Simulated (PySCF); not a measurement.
# ClH5P2Si: electronic excitations at several levels of theory

How much do the electronic excitations of ClH5P2Si (`P[SiH](P)Cl`) depend on the level of theory, and what does each level cost?

Programs: PySCF 2.14.0, with density-fitted response routines of our own. Each step states its level of theory. These are calculated values for one molecule in the gas phase, unless marked as measured. Atoms count from 0, in the outputs and in this text.

## 1. Starting geometry

9 atoms, charge 0, multiplicity 1; geometry from: GFN2-xTB.

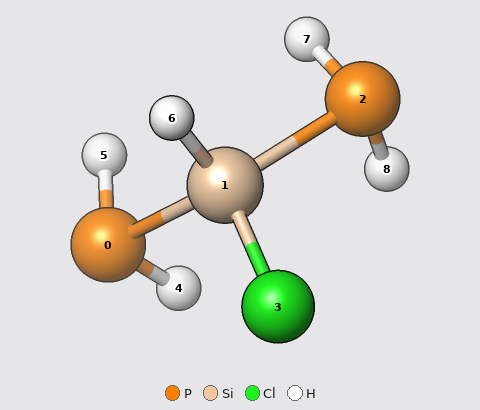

The starting geometry (phosphorus orange, silicon light orange, chlorine green, hydrogen white), atoms numbered.

## 2. Relaxing the molecule at PBE0-D3(BJ)/def2-SVP

The job: settings as JSON, then the geometry in Å.

```
{"job": {"xc": "PBE0", "basis": "def2-SVP", "d3": "d3bj", "grid": 1, "kind": "geom"}, "charge": 0, "multiplicity": 1}
P     -1.830157     0.080672     0.717571
Si    -0.009023    -0.905305    -0.200211
P      1.884680     0.304091    -0.492906
Cl    -0.561498    -1.597304    -2.023881
H     -1.784376     1.211055    -0.085990
H     -1.115301     0.699389     1.731248
H      0.334587    -2.058239     0.638418
H      1.840919     0.878498     0.768068
H      1.253729     1.393137    -1.077498
```

The program printed:

```text
step   0  E = -1434.48105211  max force = 0.021811
step   1  E = -1434.48501253  max force = 0.008190
step   2  E = -1434.48540599  max force = 0.004379
step   3  E = -1434.48547010  max force = 0.001010
step   4  E = -1434.48547934  max force = 0.000210
optimisation converged
```

It took 17 s on 1 thread, shared host.

Along the way:

| step | energy from step 0 (eV) | largest force component (eV/Å) |
| --- | --- | --- |
| 0 | 0.0000 | 1.1216 |
| 1 | -0.1078 | 0.4211 |
| 2 | -0.1185 | 0.2252 |
| 3 | -0.1202 | 0.0519 |
| 4 | -0.1205 | 0.0108 |

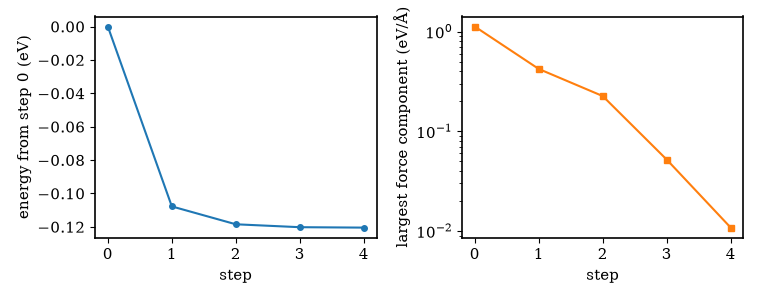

Energy and largest force along the relaxation.

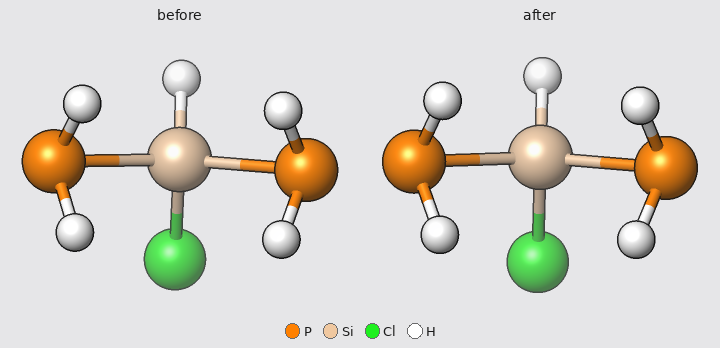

Before and after, at one scale.

Close pairs (by a distance rule), those that changed most:

| bond | before (Å) | after (Å) | change (Å) |
| --- | --- | --- | --- |
| Si1–Cl3 | 2.027 | 2.075 | +0.048 |
| P0–H5 | 1.386 | 1.430 | +0.044 |
| P2–H7 | 1.386 | 1.431 | +0.044 |
| P0–H4 | 1.388 | 1.429 | +0.041 |
| P2–H8 | 1.388 | 1.429 | +0.041 |
| Si1–H6 | 1.467 | 1.492 | +0.026 |
| Si1–P2 | 2.266 | 2.258 | -0.008 |
| P0–Si1 | 2.265 | 2.259 | -0.006 |

The end geometry stands in the next job.

| at the end point | value |
| --- | --- |
| point group (found at 0.08 Å tolerance) | Cs |
| rotational constants (GHz, main isotopes) | 2.349, 1.911, 1.146 |
| dipole moment (D) | 2.15 |

## 3. Ultraviolet spectrum: PBE0/aug-cc-pVDZ

The job: settings as JSON, then the geometry in Å.

```
{"job": {"kind": "uv", "xc": "PBE0", "basis": "aug-cc-pVDZ"}, "charge": 0, "multiplicity": 1}
P     -2.004746    -1.024773    -0.698644
Si    -0.202739    -2.032841    -1.614575
P      1.684372    -0.840199    -1.956173
Cl    -0.806683    -2.686054    -3.489457
H     -1.901570     0.109356    -1.561279
H     -1.235090    -0.418430     0.343538
H      0.140184    -3.221721    -0.780883
H      1.658982    -0.270900    -0.644065
H      0.975247     0.251789    -2.543931
```

With the program's defaults for keys left out, this is: TDDFT PBE0/aug-cc-pVDZ, vertical, gas phase, core orbitals frozen in the response.

The program printed:

```text
coarse grid: 9600 points
cycle   1  E = -1434.8963473019  dE =  9.447e-02  |g| = 2.399e-01  |ddm| = 5.528e+00
cycle   2  E = -1434.8902664595  dE =  6.081e-03  |g| = 2.830e-01  |ddm| = 1.330e+00
cycle   3  E = -1434.9158533447  dE = -2.559e-02  |g| = 2.851e-02  |ddm| = 6.722e-01
cycle   4  E = -1434.9161108993  dE = -2.576e-04  |g| = 1.175e-02  |ddm| = 8.956e-02
cycle   5  E = -1434.9161633036  dE = -5.240e-05  |g| = 1.980e-03  |ddm| = 3.580e-02
cycle   6  E = -1434.9161647611  dE = -1.457e-06  |g| = 5.912e-04  |ddm| = 7.000e-03
final grid: 74384 points
cycle   7  E = -1434.9392681889  dE = -8.372e-06  |g| = 2.992e-03  |ddm| = 8.066e-02
cycle   8  E = -1434.9392682823  dE = -9.340e-08  |g| = 2.960e-03  |ddm| = 1.711e-02
cycle   9  E = -1434.9392713558  dE = -3.073e-06  |g| = 2.535e-04  |ddm| = 8.341e-03
cycle  10  E = -1434.9392713793  dE = -2.350e-08  |g| = 5.452e-05  |ddm| = 6.962e-04
cycle  11  E = -1434.9392713802  dE = -8.938e-10  |g| = 2.340e-05  |ddm| = 1.929e-04
converged SCF energy = -1434.9392713802

Static polarisability (au): isotropic 100.071, principal 81.774 99.283 119.157

Singlet excitations
state   eV       nm        f      main configurations
  1   5.5753    222.4   0.00127   H->L+1 0.93
  2   5.7269    216.5   0.03205   H->L 0.82, H->L+2 0.12
  3   6.1125    202.8   0.45527   H->L+2 0.81, H->L 0.12
  4   6.1975    200.1   0.01133   H->L+3 0.91
  5   6.4751    191.5   0.00292   H->L+4 0.95
  6   6.6463    186.5   0.00609   H->L+6 0.70, H-1->L+1 0.19
  7   6.7996    182.3   0.03413   H->L+5 0.92
  8   6.8658    180.6   0.00607   H-1->L+1 0.72, H->L+6 0.16
  9   6.9926    177.3   0.01795   H-1->L 0.84, H-2->L 0.10
 10   7.1247    174.0   0.02519   H-2->L 0.66, H-2->L+1 0.14, H->L+8 0.08

Triplet excitations (Tamm-Dancoff, eV): 4.6991 5.2816 5.6320 5.7086
```

Run time: 13 s. Hardware: 1 thread, shared host.

Frontier orbitals and where they lie:

| orbital | eV | atoms |
| --- | --- | --- |
| HOMO−3 | -8.96 | Cl3 58 %, P0 14 %, P2 13 % |
| HOMO−2 | -8.93 | P2 33 %, P0 31 %, Si1 12 % |
| HOMO−1 | -8.68 | Cl3 38 %, Si1 19 %, P0 14 % |
| HOMO | -7.31 | P2 40 %, P0 40 %, Si1 8 % |
| LUMO | -0.66 | P0 28 %, P2 28 %, Si1 16 % |
| LUMO+1 | -0.49 | Si1 33 %, Cl3 19 %, P2 11 % |
| LUMO+2 | -0.34 | H5 15 %, H7 15 %, Si1 14 % |

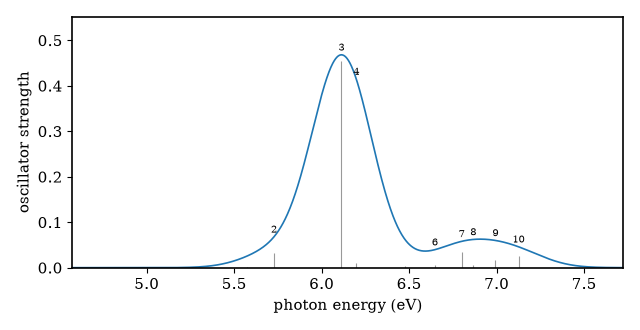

Absorption spectrum from the 10 singlet states computed; above the last one it falls off for lack of states. Lines are broadened to a width of 0.40 eV (Gaussian).

Further results of this job:

| property | computed |
| --- | --- |
| dipole moment (D) | 2.02 |
| polarisability (Å³) | 14.83 |
| HOMO–LUMO gap (eV) | 6.64 |
| −ε(HOMO) (eV) | 7.31 |

## 4. Excited states and response: PBE0/def2-TZVPD

The job, as its differences from that of step 3:

```diff
@@ -1,2 +1,2 @@
-{"job": {"kind": "uv", "xc": "PBE0", "basis": "aug-cc-pVDZ"}, "charge": 0, "multiplicity": 1}
+{"job": {"kind": "uv", "xc": "PBE0", "basis": "def2-TZVPD"}, "charge": 0, "multiplicity": 1}
 P     -2.004746    -1.024773    -0.698644
```

With the program's defaults for keys left out, this is: TDDFT PBE0/def2-TZVPD, vertical, gas phase, core orbitals frozen in the response.

The program printed:

```text
coarse grid: 9600 points
cycle   1  E = -1434.9581657349  dE =  3.986e-02  |g| = 2.729e-01  |ddm| = 2.207e+00
cycle   2  E = -1434.9545548295  dE =  3.611e-03  |g| = 2.918e-01  |ddm| = 5.098e-01
cycle   3  E = -1434.9766044531  dE = -2.205e-02  |g| = 4.996e-02  |ddm| = 2.881e-01
cycle   4  E = -1434.9771909805  dE = -5.865e-04  |g| = 1.582e-02  |ddm| = 4.978e-02
cycle   5  E = -1434.9772691853  dE = -7.820e-05  |g| = 3.514e-03  |ddm| = 1.813e-02
cycle   6  E = -1434.9772724987  dE = -3.313e-06  |g| = 1.152e-03  |ddm| = 4.114e-03
final grid: 74384 points
cycle   7  E = -1434.9776829402  dE = -2.014e-05  |g| = 5.506e-03  |ddm| = 4.175e-02
cycle   8  E = -1434.9776831263  dE = -1.861e-07  |g| = 4.865e-03  |ddm| = 1.018e-02
cycle   9  E = -1434.9776883314  dE = -5.205e-06  |g| = 4.376e-04  |ddm| = 5.447e-03
cycle  10  E = -1434.9776883895  dE = -5.819e-08  |g| = 8.212e-05  |ddm| = 4.585e-04
cycle  11  E = -1434.9776883914  dE = -1.831e-09  |g| = 2.603e-05  |ddm| = 1.016e-04
cycle  12  E = -1434.9776883916  dE = -2.037e-10  |g| = 7.634e-06  |ddm| = 2.936e-05
converged SCF energy = -1434.9776883916

Static polarisability (au): isotropic 100.286, principal 82.025 99.532 119.300

Singlet excitations
state   eV       nm        f      main configurations
  1   5.4863    226.0   0.00001   H->L+1 0.98
  2   5.7534    215.5   0.09570   H->L 0.87, H->L+2 0.09
  3   6.1080    203.0   0.01173   H->L+3 0.94
  4   6.2795    197.4   0.43448   H->L+2 0.86
  5   6.5288    189.9   0.00465   H->L+4 0.95
  6   6.6727    185.8   0.00436   H->L+5 0.55, H-1->L+1 0.38
  7   6.8382    181.3   0.00205   H-1->L+1 0.53, H->L+5 0.36
  8   6.8670    180.6   0.00349   H->L+6 0.90
  9   6.9787    177.7   0.02133   H-1->L 0.75, H-2->L 0.16
 10   7.0945    174.8   0.02212   H-2->L 0.53, H-2->L+1 0.22, H->L+7 0.14

Triplet excitations (Tamm-Dancoff, eV): 4.6167 5.1559 5.4689 5.7111
```

Run time: 23 s. Hardware: 1 thread, shared host.

Key values: HOMO -7.30 eV, LUMO -0.67 eV; lowest singlet 5.49 eV.

## 5. Excited states and response: PBE0/6-31+G*

The job, as its differences from that of step 4:

```diff
@@ -1,2 +1,2 @@
-{"job": {"kind": "uv", "xc": "PBE0", "basis": "def2-TZVPD"}, "charge": 0, "multiplicity": 1}
+{"job": {"kind": "uv", "xc": "PBE0", "basis": "6-31+G*"}, "charge": 0, "multiplicity": 1}
 P     -2.004746    -1.024773    -0.698644
```

Method: TDDFT PBE0/6-31+G*, vertical, gas phase, core orbitals frozen in the response.

The program printed:

```text
coarse grid: 9600 points
cycle   1  E = -1434.8820455296  dE =  8.333e-02  |g| = 2.541e-01  |ddm| = 2.800e+00
cycle   2  E = -1434.8777898755  dE =  4.256e-03  |g| = 2.907e-01  |ddm| = 9.783e-01
cycle   3  E = -1434.9059763632  dE = -2.819e-02  |g| = 2.391e-02  |ddm| = 5.329e-01
cycle   4  E = -1434.9061613046  dE = -1.849e-04  |g| = 1.003e-02  |ddm| = 7.216e-02
cycle   5  E = -1434.9062019957  dE = -4.069e-05  |g| = 9.407e-04  |ddm| = 2.135e-02
cycle   6  E = -1434.9062022606  dE = -2.649e-07  |g| = 4.211e-04  |ddm| = 2.750e-03
final grid: 74384 points
cycle   7  E = -1434.8460039169  dE = -7.348e-06  |g| = 3.291e-03  |ddm| = 3.145e-02
cycle   8  E = -1434.8460045095  dE = -5.926e-07  |g| = 3.094e-03  |ddm| = 1.170e-02
cycle   9  E = -1434.8460079843  dE = -3.475e-06  |g| = 1.705e-04  |ddm| = 6.151e-03
cycle  10  E = -1434.8460079948  dE = -1.050e-08  |g| = 3.334e-05  |ddm| = 3.865e-04
cycle  11  E = -1434.8460079952  dE = -3.877e-10  |g| = 1.335e-05  |ddm| = 1.137e-04
converged SCF energy = -1434.8460079952

Static polarisability (au): isotropic 88.829, principal 71.962 86.832 107.693

Singlet excitations
state   eV       nm        f      main configurations
  1   5.6208    220.6   0.00001   H->L+1 0.98
  2   5.7993    213.8   0.08717   H->L 0.81, H->L+2 0.17
  3   6.2379    198.8   0.52587   H->L+2 0.80, H->L 0.15
  4   6.3854    194.2   0.01882   H->L+3 0.95
  5   6.7182    184.5   0.00849   H->L+4 0.95
  6   6.7888    182.6   0.00723   H-1->L+1 0.64, H->L+6 0.29
  7   6.9713    177.8   0.01282   H->L+6 0.60, H-1->L+1 0.28
  8   6.9993    177.1   0.01314   H->L+5 0.89
  9   7.0242    176.5   0.02771   H-1->L 0.78, H-3->L 0.14
 10   7.1624    173.1   0.00050   H-2->L 0.76, H-2->L+1 0.17

Triplet excitations (Tamm-Dancoff, eV): 4.6677 5.3297 5.7117 5.8118
```

Wall time 7.1 s (1 thread, shared host).

This run: HOMO -7.38 eV, LUMO -0.74 eV; lowest singlet 5.62 eV.

## 6. Side by side: electronic excitations

Excitations and ground-state properties, with basis size and wall time:

| run | lowest singlet (eV) | brightest (eV) | f | gap (eV) | α (Å³) | μ (D) | functions | time |
| --- | --- | --- | --- | --- | --- | --- | --- | --- |
| PBE0/aug-cc-pVDZ | 5.58 | 6.11 | 0.455 | 6.64 | 14.83 | 2.02 | 153 | 13 s |
| PBE0/def2-TZVPD | 5.49 | 6.28 | 0.434 | 6.63 | 14.86 | 1.91 | 220 | 23 s |
| PBE0/6-31+G* | 5.62 | 6.24 | 0.526 | 6.64 | 13.16 | 2.48 | 98 | 7.1 s |

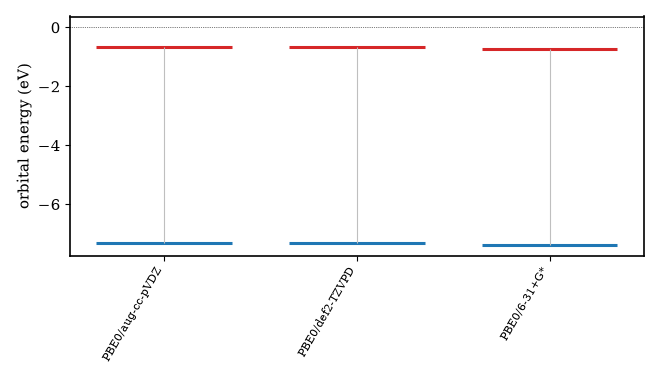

HOMO (blue) and LUMO (red) run by run.

## 7. Summary of results

| quantity | value |
| --- | --- |
| point group | Cs |
| rotational constants (main isotopes) | 2.35, 1.91, 1.15 GHz |
| lowest singlet (PBE0/aug-cc-pVDZ) | 5.58 eV (222 nm), f = 0.001 |
| brightest single state of those computed | state 3, 6.11 eV, f = 0.455 |
| lowest triplet | 4.70 eV |
| range of the lowest singlet | 5.49 to 5.62 eV |

What this shows: Single values in the summary come from the first run of each kind that ended normally (PBE0/aug-cc-pVDZ), which need not be the best level. The optimisation took 4 steps and gained 0.120 eV; among the close pairs (by a distance rule), Si1–Cl3 changed most, from 2.027 to 2.075 Å. No frequency check was run at this level, so the end point may be a saddle. The lowest singlet, at 5.58 eV, is HOMO→LUMO+1 0.93 and is weak; of the 10 states computed, the strongest absorption comes from state 3 at 6.11 eV. The lowest triplet lies 0.88 eV below the lowest singlet (triplets in Tamm-Dancoff, singlets in full TDDFT). The lowest singlet runs from 5.49 eV (PBE0/def2-TZVPD) to 5.62 eV (PBE0/6-31+G*), while the orbital gap spans 6.63 to 6.64 eV. The lowest state need not be the same one in every run.
